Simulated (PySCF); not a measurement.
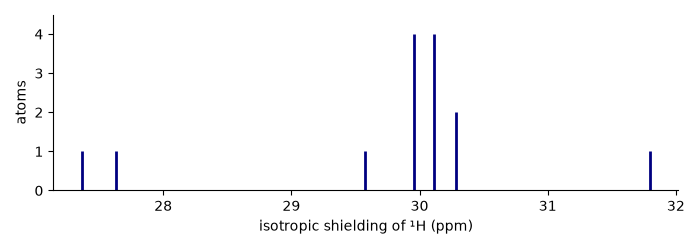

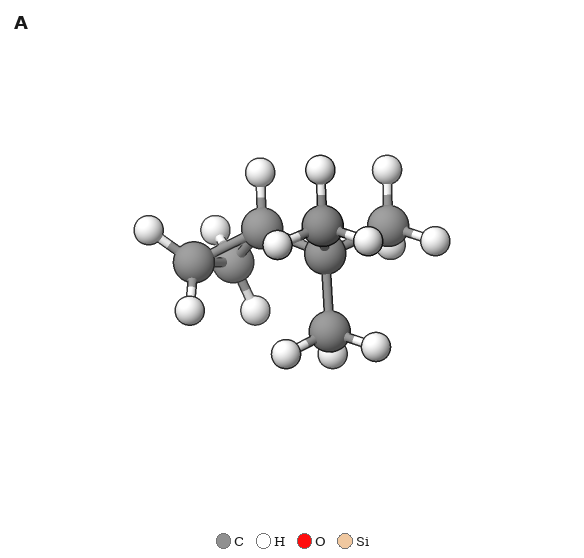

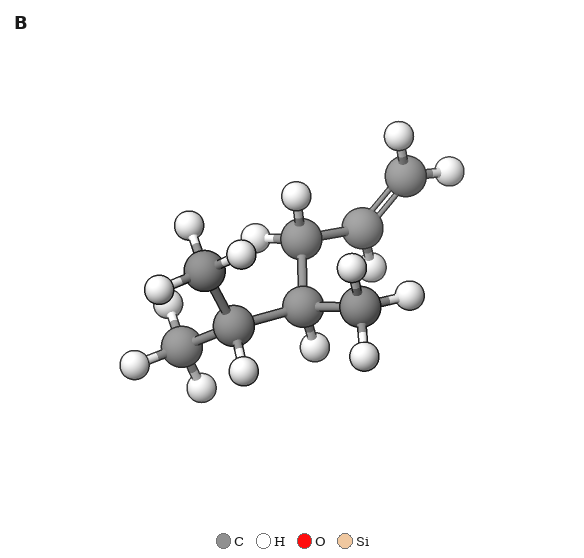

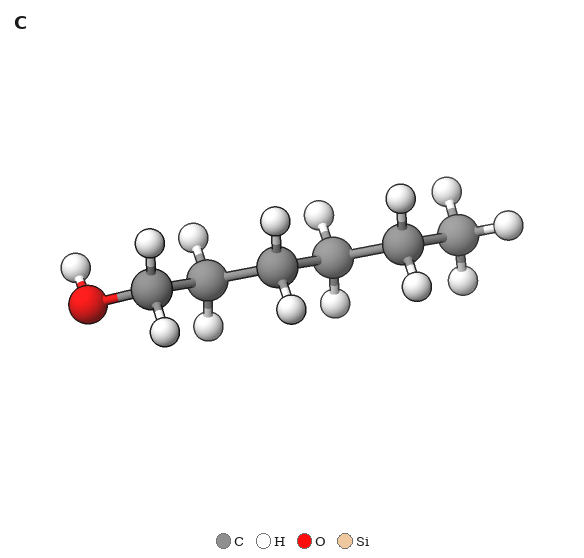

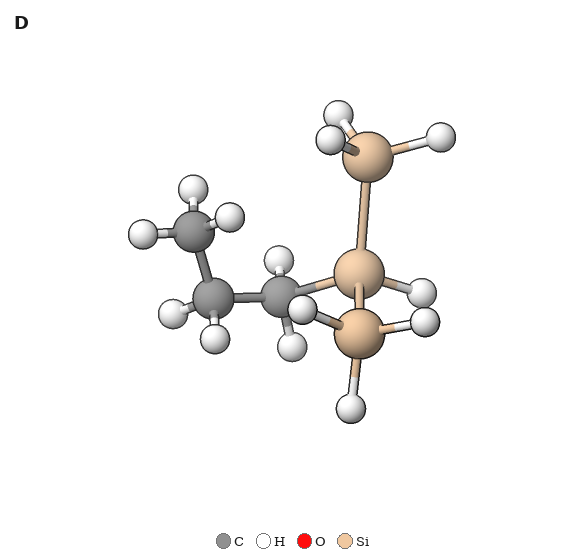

The sticks are computed shieldings of one of the molecules, for one fixed geometry (PBE0-D3(BJ)/def2-SVP) without averaging over rotations. Low shielding means a high chemical shift. Method: GIAO PBE/pcSseg-1 NMR shielding, non-relativistic, gas phase (PySCF 2.14.0).

Which molecule gives this pattern?

Answer. C, `CCCCCCO`. Its 14 H atoms give lines at 27.36, 27.63, 29.57, 29.96 (4 atoms), 30.11 (4 atoms), 30.29 (2 atoms), 31.80 ppm.
